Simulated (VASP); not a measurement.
Band structure of NiAl (CsCl type). These are LDA (Ceperley-Alder, Perdew-Zunger) with spin-orbit coupling, VASP's LDA PAW potentials (set 64) (plane waves; VASP 6.6.1) values and carry that method's errors.

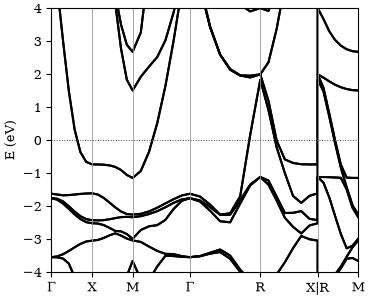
Figure. Bands along high-symmetry lines, zero at the valence-band maximum or, without a gap, the Fermi level

Task: Read the plot: is there a gap, and where are the band edges?

Result: It has no gap at this level: it comes out as a metal or semimetal.

The compound is NiAl in the CsCl type structure. It was relaxed first, which changed the volume by -6 %.
